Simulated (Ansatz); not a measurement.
**bond stretched by 2.5 Å, between Ir atomic chains under bias**

Wanted: I(V), the voltage drop and T(E, V).

Calculated with Ansatz 0.2.0; DFT PBE, plane waves, PAW; current against voltage, self-consistent under bias.

## Step 1: The starting structure

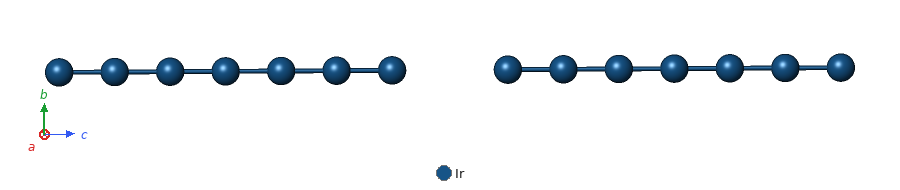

Start, viewed in part; iridium blue. Drawn is a stretch of 32 Å of the 83 Å that the atoms span along c, seen along the normal of the bc plane.

The cell holds 36 atoms: 36 Ir. Its edges and angles: a = 6.000 Å, b = 6.000 Å, c = 97.000 Å, α = 90.0°, β = 90.0°, γ = 90.0°. Electrodes: Ir atomic chain; the apex atoms were set 4.800 Å apart. Regions: lower lead, 18 atoms (18 Ir); upper lead, 18 atoms (18 Ir). Vacuum lies along a, b and c.

## Step 2: The sweep under bias

Vacuum beyond both ends lets the two leads hold different Fermi levels, and the density is solved anew at each bias. Each lead has 18 atoms, since a wire screens slowly.

The input, input.yaml:

```yaml
crystal:
  lattice:
    - [6.0, 0.0, 0.0]
    - [0.0, 6.0, 0.0]
    - [0.0, 0.0, 97.0]
  atoms:
    - { symbol: Ir, position: [0.5, 0.5, 0.0], spin: 1.0 }
    - { symbol: Ir, position: [0.5, 0.5, 0.02371134], spin: 1.0 }
    - { symbol: Ir, position: [0.5, 0.5, 0.04742268], spin: 1.0 }
    - { symbol: Ir, position: [0.5, 0.5, 0.071134021], spin: 1.0 }
    - { symbol: Ir, position: [0.5, 0.5, 0.094845361], spin: 1.0 }
    - { symbol: Ir, position: [0.5, 0.5, 0.118556701], spin: 1.0 }
    - { symbol: Ir, position: [0.5, 0.5, 0.142268041], spin: 1.0 }
    - { symbol: Ir, position: [0.5, 0.5, 0.165979381], spin: 1.0 }
    - { symbol: Ir, position: [0.5, 0.5, 0.189690722], spin: 1.0 }
    - { symbol: Ir, position: [0.5, 0.5, 0.213402062], spin: 1.0 }
    - { symbol: Ir, position: [0.5, 0.5, 0.237113402], spin: 1.0 }
    - { symbol: Ir, position: [0.5, 0.5, 0.260824742], spin: 1.0 }
    - { symbol: Ir, position: [0.5, 0.5, 0.284536082], spin: 1.0 }
    - { symbol: Ir, position: [0.5, 0.5, 0.308247423], spin: 1.0 }
    - { symbol: Ir, position: [0.5, 0.5, 0.331958763], spin: 1.0 }
    - { symbol: Ir, position: [0.5, 0.5, 0.355670103], spin: 1.0 }
    - { symbol: Ir, position: [0.5, 0.5, 0.379381443], spin: 1.0 }
    - { symbol: Ir, position: [0.5, 0.5, 0.403092784], spin: 1.0 }
    - { symbol: Ir, position: [0.5, 0.5, 0.45257732], spin: 1.0 }
    - { symbol: Ir, position: [0.5, 0.5, 0.47628866], spin: 1.0 }
    - { symbol: Ir, position: [0.5, 0.5, 0.5], spin: 1.0 }
    - { symbol: Ir, position: [0.5, 0.5, 0.52371134], spin: 1.0 }
    - { symbol: Ir, position: [0.5, 0.5, 0.54742268], spin: 1.0 }
    - { symbol: Ir, position: [0.5, 0.5, 0.571134021], spin: 1.0 }
    - { symbol: Ir, position: [0.5, 0.5, 0.594845361], spin: 1.0 }
    - { symbol: Ir, position: [0.5, 0.5, 0.618556701], spin: 1.0 }
    - { symbol: Ir, position: [0.5, 0.5, 0.642268041], spin: 1.0 }
    - { symbol: Ir, position: [0.5, 0.5, 0.665979381], spin: 1.0 }
    - { symbol: Ir, position: [0.5, 0.5, 0.689690722], spin: 1.0 }
    - { symbol: Ir, position: [0.5, 0.5, 0.713402062], spin: 1.0 }
    - { symbol: Ir, position: [0.5, 0.5, 0.737113402], spin: 1.0 }
    - { symbol: Ir, position: [0.5, 0.5, 0.760824742], spin: 1.0 }
    - { symbol: Ir, position: [0.5, 0.5, 0.784536082], spin: 1.0 }
    - { symbol: Ir, position: [0.5, 0.5, 0.808247423], spin: 1.0 }
    - { symbol: Ir, position: [0.5, 0.5, 0.831958763], spin: 1.0 }
    - { symbol: Ir, position: [0.5, 0.5, 0.855670103], spin: 1.0 }
magnetization:
  spin_polarized: true
kpoints:
  mp_grid: { grid: [1, 1, 1] }
scf:
  occupations: { method: fermi_dirac, width: 0.1 }
hamiltonian:
  xc: pbe
output:
  current_voltage:
    leads: [[11, 12], [23, 24]]
    bias: [0.3, 0.6, 1.0, 1.5]
    electrode_ends: [17, 18]
    kmesh: [1, 1]
  write_potential: true
  write_density: true
  volumetric_format: npy
basis:
  ecutwfc: "340 eV"
```

Command:

```sh
ansatz run input.yaml --threads 8 --pin off --max-ram 16384MiB --backend cpu --events-out ev --progress --plain --runs-dir out
```

Numbers of over 12 decimals in the logs are rounded to 6 here.

The log of the run:

```text
Warning: basis.ecutwfc = 340 eV is below the records' recommended 420 eV, and the density's cutoff is lower with it unless basis.ecutrho_ratio is high enough to keep the records' density cutoff: compare with a run at a higher cutoff
Engine: ansatz 0.2.0, x86_64-unknown-linux-gnu
Pseudopotentials: kind: paw
Pseudopotential: Ir, paw, valence charge 17, recommended cutoff 420 eV (normal), Ir.paw.azcp
Functional definition: PBE
  parameter kappa = 0.804
  parameter beta = 0.066725
  exchange = pbe_x(kappa = kappa, mu = beta*pi^2/3)
  correlation = pbe_c(beta = beta)
Crystal: 36 atoms, lattice volume = 3492.000 Å³
Basis set: ecut = 340 eV, 49463 PW (Γ)
Bands: 389, of which v1, the nominal top of the filled ones, is band 306 counted from 1 (305 counted from 0)
Symmetry: 16 space group operations
Space group: P4/mmm (ITA 123), of the structure as read, at distance tolerance 1.5e-4 Å
Magnetic group: BNS 123.339 (UNI 999), of the structure as read, at distance tolerance 1.5e-4 Å
k-points: 1
Non-local potential: Ir, projectors of the file, l = 0: 3, l = 1: 2, l = 2: 2, l = 3: 1
PAW form: soft (Blöchl's): semilocal exchange-correlation on the pseudo side does not see the compensation charge
PAW one-centre angular grid: Ir, 590 points (default); XC on 64 Gauss nodes
Initial density: superposition of atomic densities (neutral atoms: chi_scale 0, normalization atom)
Starting moments: Σ|m| = 36 μB on 36 of 36 sites
Initial wavefunctions: pseudopotential atomic-orbital guess
Functional: x = pbe(κ = 0.804, μ = 0.219515), c = pbe(β = 0.066725)
iter 1 solved again at ethr=2.23e-3 eV; its pass at ethr=3.10e-3 eV (dr2=1.36e1 eV) is discarded
SCF iter   1: F=—  HF=-429516.940180 eV  |F-HF|=—  |Δ(HF+E_count)|=         —  Δρ=1.36e-2 (↑1.36e-2 ↓9.58e-3)  dr2=1.38e1  dr2_m=2.17e0  M=31.797 μB ∫|m|=31.887 μB  β_m=0.30  ethr=2.23e-3  ⟨swp⟩=6.5  Hψ=3951  notcnv=0
Mixer restart at iter 1: flushing history
preconditioner: auto → none  [metal: Δε(μ)=0.075 eV  Ē_g=4.437 eV  σ=0.100 eV  W_gap=0.18  n_scr=454 (ndim 8)  ℏωp=11.3 eV  f_vac=0.595  D(μ)=91.91/eV (n_scr^D=574)  sad-step TF]
SCF iter   2: F=—  HF=-429524.382948 eV  |F-HF|=—  |Δ(HF+E_count)|=    7.44e0  Δρ=1.01e-2 (↑1.01e-2 ↓7.61e-3)  dr2=1.14e1  dr2_m=1.21e0  M=31.026 μB ∫|m|=31.165 μB  β_m=0.50  ethr=2.23e-3  ⟨swp⟩=1.0  Hψ=896  notcnv=0
SCF iter   3: F=—  HF=-429611.559558 eV  |F-HF|=—  |Δ(HF+E_count)|=    8.72e1  Δρ=4.24e-2 (↑1.95e-2 ↓4.24e-2)  dr2=1.20e4  dr2_m=6.25e0  M=31.170 μB ∫|m|=31.483 μB  β_m=0.26  ethr=1.87e-3  ⟨swp⟩=12.5  Hψ=4511  notcnv=0  defer=56  recentre
SCF iter   4: F=—  HF=-429541.665980 eV  |F-HF|=—  |Δ(HF+E_count)|=    6.99e1  Δρ=1.78e-2 (↑6.75e-3 ↓1.78e-2)  dr2=3.67e3  dr2_m=1.61e0  M=27.385 μB ∫|m|=27.743 μB  β_m=0.18  ethr=1.87e-3  ⟨swp⟩=6.0  Hψ=2388  notcnv=0  defer=33
SCF iter   5: F=—  HF=-429562.415479 eV  |F-HF|=—  |Δ(HF+E_count)|=    2.07e1  Δρ=3.33e-2 (↑1.26e-2 ↓3.33e-2)  dr2=1.54e4  dr2_m=5.12e0  M=25.191 μB ∫|m|=25.892 μB  β_m=0.09  ethr=1.87e-3  ⟨swp⟩=5.0  Hψ=1135  notcnv=0  defer=64  recentre
SCF iter   6: F=—  HF=-429535.055713 eV  |F-HF|=—  |Δ(HF+E_count)|=    2.74e1  Δρ=4.53e-3 (↑2.10e-3 ↓4.53e-3)  dr2=3.93e1  dr2_m=2.10e-1  M=27.306 μB ∫|m|=27.722 μB  β_m=0.07  ethr=1.87e-3  ⟨swp⟩=4.0  Hψ=1114  notcnv=0  defer=46
SCF iter   7: F=—  HF=-429534.820074 eV  |F-HF|=—  |Δ(HF+E_count)|=         —  Δρ=2.84e-3 (↑2.29e-3 ↓2.84e-3)  dr2=2.13e0  dr2_m=1.31e-1  M=26.879 μB ∫|m|=27.315 μB  β_m=0.07  ethr=1.87e-3  ⟨swp⟩=1.0  Hψ=896  notcnv=0  defer=42
Mixer restart at iter 7: flushing history
[...]
iteration 54: the SCF's residuals had fallen too slowly under its mixing. It goes on by minimising its free energy, and can end on another state than longer mixing would; under `scf.algorithm: density_mixing` no SCF does so, but by `scf.convergence.dm_fallback`
[...]
SCF iter  58: F=—  HF=-429534.928286 eV  |F-HF|=—  |Δ(HF+E_count)|=   9.28e-8  Δρ=5.97e-6 (↑1.69e-6 ↓5.97e-6)  dr2=1.48e-4  dr2_m=1.86e-7  M=24.700 μB ∫|m|=25.430 μB  ethr=1.45e-8  ⟨swp⟩=1.5  Hψ=1639  notcnv=0
SCF iter  59: F=—  HF=-429534.928286 eV  |F-HF|=—  |Δ(HF+E_count)|=   1.03e-7  Δρ=3.99e-6 (↑1.24e-6 ↓3.99e-6)  dr2=1.15e-4  dr2_m=7.92e-8  M=24.700 μB ∫|m|=25.430 μB  ethr=1.45e-8  ⟨swp⟩=1.0  Hψ=1564  notcnv=0
SCF iter  60: F=—  HF=-429534.928286 eV  |F-HF|=—  |Δ(HF+E_count)|=   9.14e-8  Δρ=2.01e-6 (↑6.48e-7 ↓2.01e-6)  dr2=2.90e-5  dr2_m=1.90e-8  M=24.700 μB ∫|m|=25.430 μB  ethr=1.45e-8  ⟨swp⟩=1.5  Hψ=1639  notcnv=0
SCF iter  61: F=—  HF=-429534.928286 eV  |F-HF|=—  |Δ(HF+E_count)|=   1.39e-8  Δρ=1.61e-6 (↑4.99e-7 ↓1.61e-6)  dr2=1.80e-5  dr2_m=1.29e-8  M=24.700 μB ∫|m|=25.430 μB  ethr=4.74e-9  ⟨swp⟩=1.0  Hψ=1564  notcnv=0
SCF iter  62: F=—  HF=-429534.928286 eV  |F-HF|=—  |Δ(HF+E_count)|=   1.25e-8  Δρ=9.76e-7 (↑2.78e-7 ↓9.76e-7)  dr2=2.31e-6  dr2_m=4.99e-9  M=24.700 μB ∫|m|=25.430 μB  ethr=2.95e-9  ⟨swp⟩=1.0  Hψ=1564  notcnv=0
SCF iter  63: F=—  HF=-429534.928286 eV  |F-HF|=—  |Δ(HF+E_count)|=   5.82e-9  Δρ=3.65e-7 (↑1.02e-7 ↓3.65e-7)  dr2=3.68e-7  dr2_m=6.97e-10  M=24.700 μB ∫|m|=25.430 μB  ethr=3.77e-10  ⟨swp⟩=1.0  Hψ=1564  notcnv=0
SCF iter  64: F=—  HF=-429534.928286 eV  |F-HF|=—  |Δ(HF+E_count)|=  8.73e-10  Δρ=1.96e-7 (↑5.51e-8 ↓1.96e-7)  dr2=1.83e-7  dr2_m=2.08e-10  M=24.700 μB ∫|m|=25.430 μB  ethr=6.01e-11  ⟨swp⟩=1.0  Hψ=1564  notcnv=0
SCF iter  65: F=—  HF=-429534.928286 eV  |F-HF|=—  |Δ(HF+E_count)|=  1.75e-10  Δρ=8.79e-8 (↑2.85e-8 ↓8.79e-8)  dr2=5.53e-8  dr2_m=3.66e-11  M=24.700 μB ∫|m|=25.430 μB  ethr=1.63e-11  ⟨swp⟩=1.0  Hψ=1564  notcnv=0
SCF iter  66: F=-429534.928286 eV  HF=-429534.928286 eV  |F-HF|=2.10e-8  |Δ(HF+E_count)|=    0.00e0  Δρ=5.83e-8 (↑1.71e-8 ↓5.83e-8)  dr2=2.10e-8  dr2_m=1.76e-11  M=24.700 μB ∫|m|=25.430 μB  ethr=9.04e-12  ⟨swp⟩=1.0  Hψ=1564  notcnv=0
SCF iter  67: F=-429534.928286 eV  HF=-429534.928286 eV  |F-HF|=1.76e-8  |Δ(HF+E_count)|=  1.75e-10  Δρ=5.28e-8 (↑1.51e-8 ↓5.28e-8)  dr2=1.80e-8  dr2_m=1.46e-11  M=24.700 μB ∫|m|=25.430 μB  ethr=3.43e-12  ⟨swp⟩=1.0  Hψ=1564  notcnv=0
SCF 1 converged in 67 iterations: F = -429534.928286 eV  dr2 = 1.80e-8
  greatest PAW one-centre occupation: 1.002 electrons in one spin orbital (limit 2), on the Ir atom at site 35 (counted from 0), in its partial waves of l = 1
iteration 67: the least curvature of the free energy that was read at this close is 0.186 (0.545 in the run's own bands): not negative
smearing (spin ↓): bands 291 to 295 share 2.687 electrons (they would hold 2.650 with every lower band full and every higher one empty; bands counted from 0; each is filled to between 0.5025 and 0.5647 of a full level; at each k-point the levels lie within 2.5e-2 eV, against a smearing width of 0.1000 eV). The entropy term TS of this state is 2.9050 eV
bias +0 V, iteration  1: dr2 2.19e0 eV, mean Fermi level -1.1618 eV
bias +0 V, iteration  2: dr2 5.25e-1 eV, mean Fermi level -1.1642 eV
bias +0 V, iteration  3: dr2 1.99e0 eV, mean Fermi level -1.1697 eV
bias +0 V, iteration  4: dr2 3.28e-1 eV, mean Fermi level -1.1653 eV
bias +0 V, iteration  5: dr2 3.38e-1 eV, mean Fermi level -1.1688 eV
bias +0 V, iteration  6: dr2 5.90e-1 eV, mean Fermi level -1.1727 eV
bias +0 V, iteration  7: dr2 6.05e-1 eV, mean Fermi level -1.1718 eV
bias +0 V, iteration  8: dr2 3.42e-1 eV, mean Fermi level -1.1743 eV
bias +0 V, iteration  9: dr2 9.93e-2 eV, mean Fermi level -1.1743 eV
bias +0 V, iteration 10: dr2 9.05e-2 eV, mean Fermi level -1.1744 eV
bias +0 V, iteration 11: dr2 9.13e-2 eV, mean Fermi level -1.1738 eV
bias +0 V, iteration 12: dr2 1.98e-2 eV, mean Fermi level -1.1734 eV
bias +0 V, iteration 13: dr2 1.45e-3 eV, mean Fermi level -1.1733 eV
bias +0 V, iteration 14: dr2 9.12e-3 eV, mean Fermi level -1.1734 eV
bias +0 V, iteration 15: dr2 3.82e-3 eV, mean Fermi level -1.1737 eV
bias +0 V, iteration 16: dr2 1.28e-3 eV, mean Fermi level -1.1739 eV
bias +0 V, iteration 17: dr2 5.89e-4 eV, mean Fermi level -1.1742 eV
bias +0 V, iteration 18: dr2 1.11e-4 eV, mean Fermi level -1.1743 eV
bias +0 V, iteration 19: dr2 2.57e-4 eV, mean Fermi level -1.1741 eV
bias +0 V, iteration 20: dr2 1.53e-4 eV, mean Fermi level -1.1741 eV
bias +0 V, iteration 21: dr2 4.04e-5 eV, mean Fermi level -1.1740 eV
bias +0 V, iteration 22: dr2 1.72e-4 eV, mean Fermi level -1.1740 eV
bias +0 V, iteration 23: dr2 7.64e-5 eV, mean Fermi level -1.1740 eV
bias +0 V, iteration 24: dr2 2.16e-5 eV, mean Fermi level -1.1740 eV
bias +0 V, iteration 25: dr2 1.81e-5 eV, mean Fermi level -1.1740 eV
bias +0 V, iteration 26: dr2 3.34e-5 eV, mean Fermi level -1.1740 eV
bias +0 V, iteration 27: dr2 1.55e-5 eV, mean Fermi level -1.1740 eV
bias +0 V, iteration 28: dr2 1.32e-5 eV, mean Fermi level -1.1740 eV
bias +0 V, iteration 29: dr2 1.69e-6 eV, mean Fermi level -1.1740 eV
bias +0 V, iteration 30: dr2 1.39e-6 eV, mean Fermi level -1.1740 eV
bias +0 V, iteration 31: dr2 1.06e-6 eV, mean Fermi level -1.1740 eV
bias +0 V, iteration 32: dr2 2.27e-6 eV, mean Fermi level -1.1740 eV
bias +0 V, iteration 33: dr2 2.29e-6 eV, mean Fermi level -1.1740 eV
bias +0 V, iteration 34: dr2 2.14e-7 eV, mean Fermi level -1.1740 eV
bias +0 V, iteration 35: dr2 5.41e-7 eV, mean Fermi level -1.1740 eV
bias +0 V, iteration 36: dr2 2.96e-7 eV, mean Fermi level -1.1740 eV
bias +0 V, iteration 37: dr2 3.47e-7 eV, mean Fermi level -1.1740 eV
bias +0 V, iteration 38: dr2 1.34e-7 eV, mean Fermi level -1.1740 eV
bias +0 V, iteration 39: dr2 2.85e-8 eV, mean Fermi level -1.1740 eV
bias +0.3 V, iteration  1: dr2 1.03e3 eV, mean Fermi level -1.1734 eV
[...]
bias +1.5 V, iteration 16: dr2 2.69e-6 eV, mean Fermi level -1.1709 eV
bias +1.5 V, iteration 17: dr2 6.61e-6 eV, mean Fermi level -1.1709 eV
bias +1.5 V, iteration 18: dr2 4.28e-6 eV, mean Fermi level -1.1709 eV
bias +1.5 V, iteration 19: dr2 1.59e-6 eV, mean Fermi level -1.1709 eV
bias +1.5 V, iteration 20: dr2 7.43e-7 eV, mean Fermi level -1.1709 eV
bias +1.5 V, iteration 21: dr2 3.25e-7 eV, mean Fermi level -1.1709 eV
bias +1.5 V, iteration 22: dr2 5.57e-7 eV, mean Fermi level -1.1709 eV
bias +1.5 V, iteration 23: dr2 2.28e-7 eV, mean Fermi level -1.1709 eV
bias +1.5 V, iteration 24: dr2 3.01e-7 eV, mean Fermi level -1.1709 eV
bias +1.5 V, iteration 25: dr2 1.34e-7 eV, mean Fermi level -1.1709 eV
bias +1.5 V, iteration 26: dr2 2.10e-7 eV, mean Fermi level -1.1709 eV
bias +1.5 V, iteration 27: dr2 7.32e-8 eV, mean Fermi level -1.1709 eV
transmission: 12 of 108 steps passed
transmission: 24 of 108 steps passed
[...]
transmission: 112 of 112 steps passed
WARN: The output density's exchange-correlation potential varies sharply where the density is thin. Do not read a vacuum level from v_tot or v_xc, or from such a field of the output density. On a cell that repeats whose density bears no net charge and no dipole along the vacuum's axis use v_es (v_loc + v_h of the components); under efield.dipole_correction with no amplitude use v_es + v_field, which holds any externa [...]
SCF converged after 67 iterations
Stability not told: the SCF's own minimisation came to no verdict on its close, and a probe of this close gave no reading; the lowest value that the minimisation read is 4.3e-1 (residual 4.0e-1): no lower mode is shown, and none is ruled out
Magnetization: 24.6997 μB (318.3498 up, 293.6502 down)
Absolute magnetization: 25.4223 μB (∫|ρ↑−ρ↓|, with the PAW one-centre terms)
Spin contamination: 0.3781 ħ² per cell (⟨S²⟩ above its minimum at these occupations)
Per-site moments (μB) at R_I (Å): [(0.964387, 0.948750), (0.565246, 0.948750), (0.195331, 0.948750), (0.431765, 0.948750), (0.578386, 0.948750), (0.407868, 0.948750), (0.357698, 0.948750), (0.469238, 0.948750), (0.440482, 0.948750), (0.440807, 0.948750), (0.469373, 0.948750), (0.357513, 0.948750), (0.407597, 0.948750), (0.578543, 0.948750), (0.432572, 0.948750), (0.195101, 0.948750), (0.564909, 0.948750), (0.967696,  [...]
Free energy (F): -429534.928286 eV
Harris-Foulkes:  -429534.928286 eV  (|F-HF|=1.76e-8)
Internal energy: -429532.023281 eV  (E = F + TS)
E sigma→0 (E₀):  -429533.475783 eV
Entropy (-TS):   -2.905005 eV (-80.695 meV/atom)
Fermi energy:    -1.182818 eV
--- Per-component energies (eV) ---
  E_band       = -18413.424906
  E_kinetic    = 22276.015253
  E_local      = -324749.528990  (includes V_loc(G=0)·N_el)
  E_nonlocal   = 2750.113532
  E_hartree    = 150136.163322
  E_xc         = -9473.602982
  E_vxc        = -10559.716479  (∫ρ·V_xc dr)
  E_paw        = -332077.288315  (= ΣΔE_a)
  E_vpaw       = -8402.602055  (= ΣTr[D̂ρ^β])
  E_aug_tail   = 0.018415  (compensation charges beyond the density's cutoff)
  E_ewald      = 61606.086484
  E_smearing   = -2.905005  (= −TS)
  E_closure    = 0.000000  (closes the sum)
  Σ components = -429534.928286   (vs F -429534.928286, Δ=0.00e0)
--- Band table (eV) ---
  k-point 0 ↑: bands = [... 302 lower, -1.5478, -1.5476, -1.5431, -1.5431, -1.4938, -1.4936, -1.4908, -1.4908, ... 79 higher]
  k-point 0 ↓: bands = [... 302 lower, -1.0353, -1.0346, -1.0106, -1.0073, -0.9849, -0.9842, -0.9777, -0.9777, ... 79 higher]
--- Current–voltage curve ---
  leads      : [11, 12] from 0.00 to 39.10 and [23, 24] from 43.90 to 83.00 Å, reservoirs outside 24.88 and 58.12
  electrodes : end at 39.10 and 43.90 Å
  density    : 436 bands, filled at a thermal energy of 2.585e-2 eV; current at 300 K
  bias (V)   current (A)   every other point   every other energy   edges, levels   drop (V)   electrons moved   misfit (meV)   iterations
        +0      0.0000e0                   -             0.0000e0        0.0000e0     +0.000            0.00e0          100.7   39
      +0.3     2.5951e-6                   -            2.5952e-6      1.8422e-13     +0.292           1.65e-2          100.1   31
      +0.6     5.2002e-6                   -            5.1999e-6      7.7868e-12     +0.583           3.27e-2           99.6   17
        +1     8.5745e-6                   -            8.5750e-6      1.5351e-10     +0.972           5.48e-2           98.4   23
      +1.5     1.2484e-5                   -            1.2484e-5      2.2259e-12     +1.458           8.22e-2           98.5   27
  At 0 V the conductance is 8.6579e-6 S, 2.4050e13 S/m².
```

Wall time 18 min (8 threads of AMD EPYC 9B45 (Zen 5), shared host); peak memory 9.6 GiB; 2.2 h of CPU time.

Reading the cycles: dr2 is the Hartree energy of the density residual (eV), the measure of convergence; HF is the Harris–Foulkes estimate of the energy, which meets the free energy F at convergence.

Numbers from this step:

| Quantity | Value |
| --- | --- |
| conductance at zero bias | 0.1117 G₀ |
| current at the highest bias | 12.48 μA |
| largest misfit of the leads | 100.7 meV |

Cell area 36.000 Å^2. Table of current through one cell by bias:

```
bias (V)  current (μA)  current ampere up (μA)  current ampere dn (μA)
   0.000             0                       0                       0
   0.300          2.60                    1.34                    1.25
   0.600          5.20                    2.71                    2.49
   1.000          8.57                    4.53                    4.04
   1.500          12.5                    6.77                    5.71
```

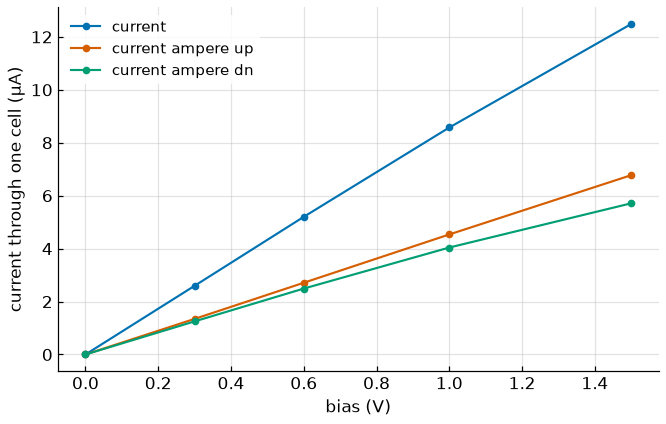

Current through one cell against bias.

Bias 0 V. Table of transmission and channels at 0 V by energy, zero at the mean Fermi level:

```
energy (eV)  transmission, up  transmission, down  channels left up  channels left dn  channels right up  channels right dn
     -0.259             0.108              0.0873                 6                 6                  6                  6
     -0.233             0.108              0.0896                 5                 6                  5                  6
     -0.207             0.109              0.0919                 4                 6                  4                  6
     -0.181             0.109              0.0941                 4                 6                  4                  6
     -0.155             0.110              0.0964                 4                 6                  4                  6
     -0.129             0.111              0.0986                 4                 6                  4                  6
     -0.103             0.112               0.101                 4                 6                  4                  6
     -0.078             0.112               0.103                 4                 6                  4                  6
     -0.052             0.113               0.105                 4                 6                  4                  6
     -0.026             0.114               0.107                 4                 6                  4                  6
      0.000             0.115               0.108                 4                 6                  4                  6
      0.026             0.116               0.110                 4                 6                  4                  6
      0.052             0.117               0.112                 4                 6                  4                  6
      0.078             0.118               0.114                 4                 6                  4                  6
      0.103             0.119               0.116                 4                 6                  4                  6
      0.129             0.120               0.118                 4                 6                  4                  6
      0.155             0.121               0.121                 4                 6                  4                  6
      0.181             0.123               0.125                 4                 6                  4                  6
      0.207             0.124               0.131                 4                 6                  4                  6
      0.233             0.125               0.129                 4                 6                  4                  6
      0.259             0.126               0.129                 4                 4                  4                  4
```

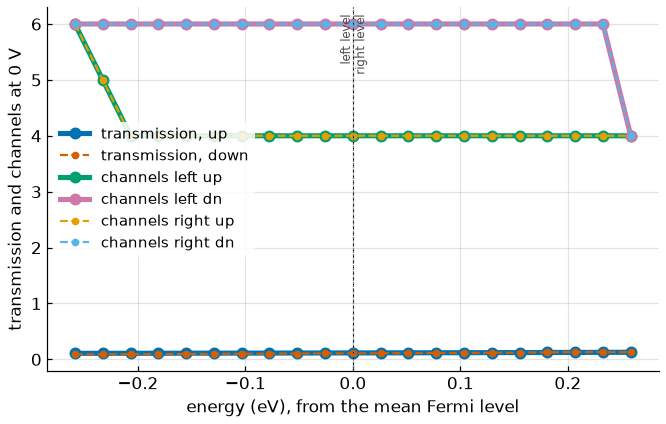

Transmission and channels at 0 V, plotted against energy.

(Continued in part 2 of 2.)

[Logs are printed without paths, hosts, clocks, repeated set-up lines and the standing remarks that a program may print on its own settings, such as how far it seeks lower states.]

[Hosts, paths, dates, database ids (printed as entryN), source tags and the programs' standing remarks are cut or masked in the printed files.]
